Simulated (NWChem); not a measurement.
# AlH2O2 (SMILES [OH][Al][OH]): UB3LYP/def2-SVP (density fitting with weigend coulomb fitting)

What is the electronic atomisation energy of AlH2O2 at UB3LYP/def2-SVP (density fitting with weigend coulomb fitting)? 

Program for the calculation: NWChem 7.3.0.

**1. The molecule**

AlH2O2 has 5 atoms, charge 0, and is taken as a doublet. SMILES: `[OH][Al][OH]`. The coordinates come from a PBE0-D4/def2-TZVP relaxation. This is one conformer, not always the lowest.

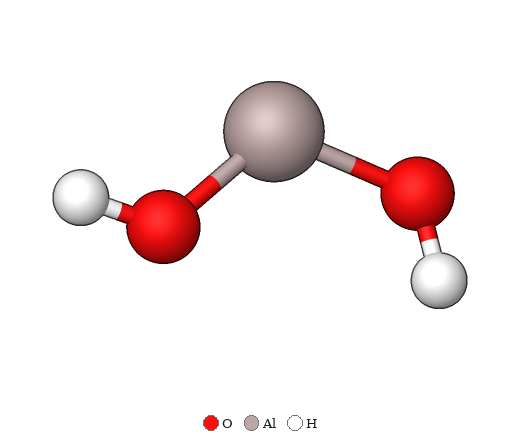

Viewed from a chosen angle; oxygen red, aluminium light grey, hydrogen white.

**2. The energy at UB3LYP/def2-SVP (density fitting with weigend coulomb fitting) (run 1)**

alh2o2.xyz reads:

```xyz
5
AlH2O2 B3LYP
O     -1.573500    -0.324600    -0.237500
Al     0.018500    -0.825100     0.065000
O      1.249400     0.348300     0.160000
H     -1.809700     0.595800    -0.359200
H      2.165100     0.131800     0.330400
```

alh2o2.nw reads:

```
start alh2o2
title "AlH2O2 B3LYP"
memory 2200 mb

geometry units angstrom noautosym nocenter noautoz
  load format xyz alh2o2.xyz
end

basis spherical bse
  * library def2-SVP
end

basis "cd basis" spherical
  * library "weigend coulomb fitting"
end

dft
  xc b3lyp
  mult 2
  grid fine
  convergence energy 1e-08
  maxiter 100
  mulliken
  noprint "final vectors analysis"
end

task dft energy
```

Command:

```bash
nwchem alh2o2.nw > alh2o2.out
```

Standard output:

```text
[...]
          Wavefunction type:  spin polarized.
          No. of atoms     :     5
          No. of electrons :    31
[...]
          Charge           :     0
          Spin multiplicity:     2
[...]
          AO basis - number of functions:    56
[...]
              XC Information
              --------------
                         B3LYP Method XC Potential
                     Hartree-Fock (Exact) Exchange  0.200
                        Slater Exchange Functional  0.800 local
                    Becke 1988 Exchange Functional  0.720 non-local
              Lee-Yang-Parr Correlation Functional  0.810
                  VWN I RPA Correlation Functional  0.190 local
[...]
 d= 0,ls=0.0,diis     1   -393.8443468631 -4.87D+02  1.48D-02  2.48D-01     0.7
[...]
 d= 0,ls=0.0,diis    11   -393.9638987394 -3.48D-09  1.15D-07  5.45D-11     5.1
[...]
         Total DFT energy =     -393.963898739395
      One electron energy =     -732.394398640462
           Coulomb energy =      281.528942335389
    Exchange-Corr. energy =      -36.700819811444
 Nuclear repulsion energy =       93.602377377121
[...]
      Total Density - Mulliken Population Analysis
     ---------------------------------------------
    Atom       Charge   Shell Charges
 -----------   ------   -------------------------------------------------------
    1 O    8     8.45   1.99  1.07  0.64  2.89  1.86  0.01
    2 Al  13    12.47   2.00  1.98  0.82  0.27  5.92  0.73  0.46  0.29
    3 O    8     8.45   1.99  1.07  0.65  2.88  1.85  0.01
    4 H    1     0.82   0.68  0.08  0.07
    5 H    1     0.81   0.68  0.06  0.07
[...]
      <S2> =      0.7513 (Exact =     0.7500)
[...]
```

Wall time 5.7 s (1 thread of AMD EPYC 9R14 (Zen 4), shared host); peak memory 0.12 GiB.

**3. The Al atom, same level (run 2)**

nw.nw reads:

```
start nw
memory total 2200 mb
charge 0

geometry noautosym nocenter noautoz
 Al       0.000000       0.000000       0.000000
end

basis spherical bse
 * library def2-SVP
end

basis "cd basis" spherical
 * library "weigend coulomb fitting"
end

dft
 xc b3lyp
 mult 2
 grid fine
 convergence energy 1e-08
 maxiter 100
 mulliken
 noprint "final vectors analysis"
end

task dft energy
```

Run the same way, it converges to -242.30172 Eh (log not shown).

Run 3 isn't shown in full; the table further down has it.

**4. The O atom at the same level (run 4)**

calc.xyz reads:

```xyz
1
O energy
O      0.000000     0.000000     0.000000
```

calc.nw reads:

```
start calc
title "O energy"
memory stack 880 mb heap 220 mb global 1100 mb

geometry units angstroms noautosym nocenter noautoz
 load calc.xyz
end

basis spherical bse
 * library def2-SVP
end

basis "cd basis" spherical
 * library "weigend coulomb fitting"
end

dft
 xc b3lyp
 mult 3
 grid fine
 convergence energy 1e-08
 iterations 100
 mulliken
 noprint "final vectors analysis"
end

task dft energy
```

Run the same way, it converges to -75.00079 Eh (log not shown).

**5. Overview of the runs**

```
run  partner  energy (Eh)   ⟨S²⟩  wall time
  1     base  -393.963899  0.751      5.7 s
  2    atoms  -242.301722  0.752      0.9 s
  3    atoms    -0.501259  0.750     0.64 s
  4    atoms   -75.000789  2.002     0.74 s
```

**6. Results**

Level: UB3LYP/def2-SVP (density fitting with weigend coulomb fitting).

| quantity | value |
| --- | --- |
| O atom: total energy | -75.00079 Eh |
| O atom: ⟨S²⟩ | 2.002 |
| electronic atomisation energy | 17.907 eV |

Taking the molecule apart into free atoms costs 17.91 eV (413 kcal/mol), before zero-point energy and without spin-orbit coupling. All runs together took 8 s, the longest 5.7 s.
